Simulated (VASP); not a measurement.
Cd$_{3}$SbP

```
P Sb Cd
1.0
     6.23250    0.00000    0.00000
     0.00000    6.23250    0.00000
     0.00000    0.00000    6.23250
P Sb Cd
1 1 3
Direct
  0.00000 0.00000 0.00000
  0.50000 0.50000 0.50000
  0.50000 0.50000 0.00000
  0.50000 0.00000 0.50000
  0.00000 0.50000 0.50000
```

Space group Pm-3m; a generated structure, not necessarily the stable one; computed pressure about −4 GPa in this cell.

Method: Kohn-Sham DFT of a periodic cell, PBE, VASP PAW PBE potentials, recommended in VASP.

> Predict the valence pseudo-density and electron localisation function between the atoms.

Cd–Sb (3.12 Å): ρ is about 0.2 e/Å³ halfway; the ELF is about 0.50 at the midpoint.
Cd–P (4.41 Å): the density is about 0.02 e/Å³ at the midpoint; the ELF is about 0.05 at the midpoint (no shared electron pair shows on this line).

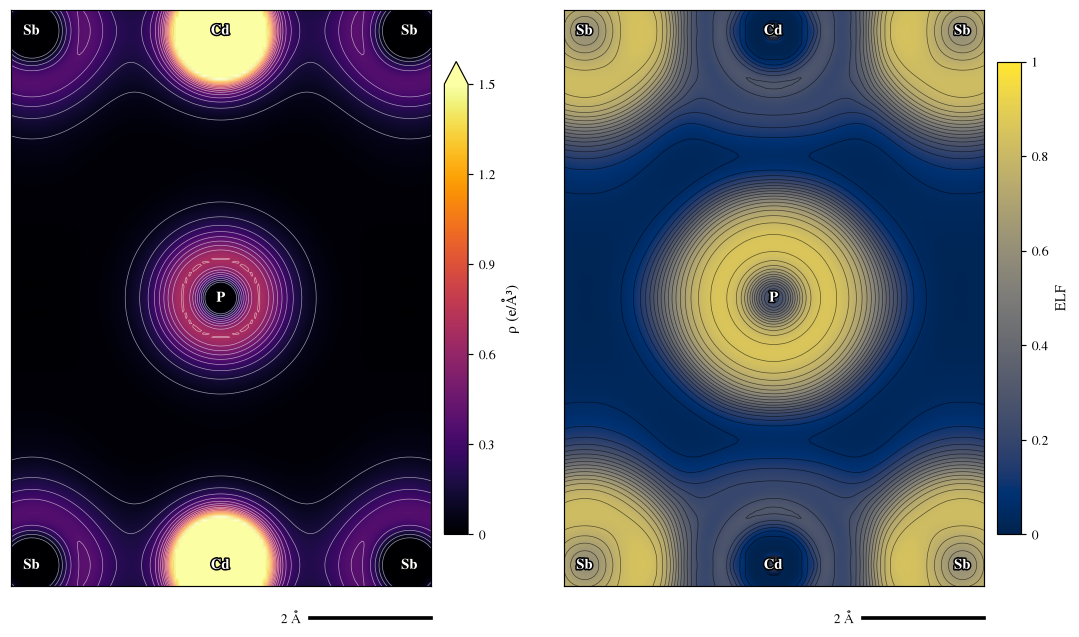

Computed valence pseudo-density and electron localisation function on the (110) plane of the conventional cell, in this order. 

The density is the valence pseudo-density of a PAW calculation; it isn't the true density close to the nuclei.
